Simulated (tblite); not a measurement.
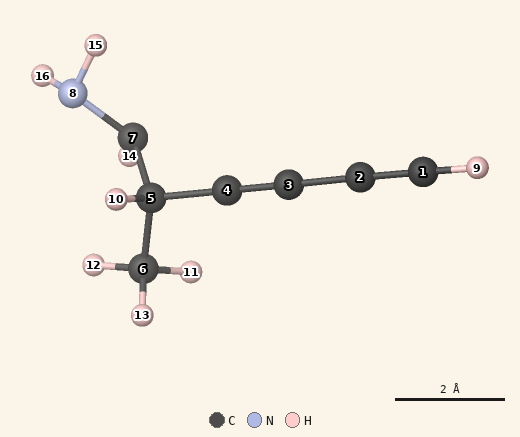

C7H8N (multiplicity 2), before the relaxation. Style: ball-and-stick. Shown at a tilt.

Theory: GFN2-xTB geometry optimisation, gas phase (tblite).

```xyz
16

C     4.4049   -1.2650   -0.4191
C     3.2358   -0.9788   -0.1705
C     1.9033   -0.6778    0.1330
C     0.7336   -0.4018    0.3497
C    -0.6794   -0.0748    0.6669
C    -1.5850   -1.1472    0.0817
C    -1.0799    1.2271    0.0106
N    -1.5089    2.2297    0.9592
H     5.4112   -1.5176   -0.6425
H    -0.7762   -0.0763    1.7593
H    -1.2357   -1.3251   -0.9716
H    -2.6004   -0.7371    0.0456
H    -1.5299   -2.0742    0.6912
H    -1.7477    1.1069   -0.8539
H    -0.6918    2.8915    1.0757
H    -2.2614    2.8294    0.5408
```

What does the optimiser find from here?

Over 145 geometry steps the energy falls by 16.9 kcal/mol. The atom that moves furthest after the best rigid fit is H16 (1.75 Å). Largest moves by element: H 1.75 Å, N 0.60 Å, C 0.55 Å. Some distances before and after: C7–N8 1.445 → 1.383 Å, N8–H15 1.058 → 1.010 Å, C2–C3 1.399 → 1.355 Å, N8–H16 1.049 → 1.011 Å. Bond angles that change, for instance: H15–N8–H16 103.9° → 113.1°, C7–N8–H15 106.1° → 115.2°, C5–C7–N8 113.0° → 121.5°.

History of the run:

| step | E − E(0), kcal/mol |
| --- | --- |
| 0 | 0.00 |
| 1 | -3.76 |
| 2 | -5.29 |
| 3 | -7.36 |
| 4 | -7.93 |
| 5 | -8.21 |
| 6 | -8.62 |
| 7 | -8.90 |
| 8 | -9.50 |
| 9 | -9.75 |
| 10 | -10.01 |
| 17 | -13.69 |
| 24 | -14.68 |
| 31 | -15.22 |
| 38 | -15.57 |
| 46 | -15.84 |
| 53 | -16.20 |
| 60 | -16.41 |
| 67 | -16.48 |
| 74 | -16.54 |
| 81 | -16.65 |
| 88 | -16.70 |
| 95 | -16.77 |
| 102 | -16.79 |
| 109 | -16.83 |
| 117 | -16.89 |
| 124 | -16.89 |
| 131 | -16.90 |
| 138 | -16.90 |
| 145 | -16.91 |

The structure at the end:

```xyz
16

C     4.1492   -0.7765   -0.4202
C     2.9774   -0.6606   -0.1575
C     1.6623   -0.5328    0.1446
C     0.4901   -0.4750    0.4490
C    -0.9181   -0.2005    0.6884
C    -1.7981   -1.3395    0.1640
C    -1.1611    1.0890   -0.0199
N    -1.0135    2.3048    0.6221
H     5.1658   -0.8774   -0.6537
H    -1.0844   -0.0751    1.7667
H    -1.6408   -1.4743   -0.9039
H    -2.8461   -1.1060    0.3359
H    -1.5528   -2.2712    0.6697
H    -1.1773    1.1054   -1.0956
H    -0.6803    2.2502    1.5742
H    -0.5797    3.0484    0.0924
```

The end point in the same view:

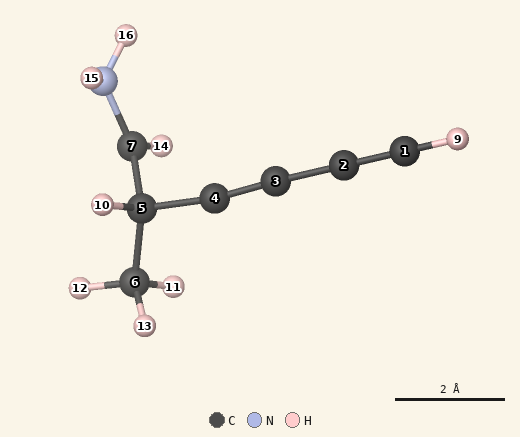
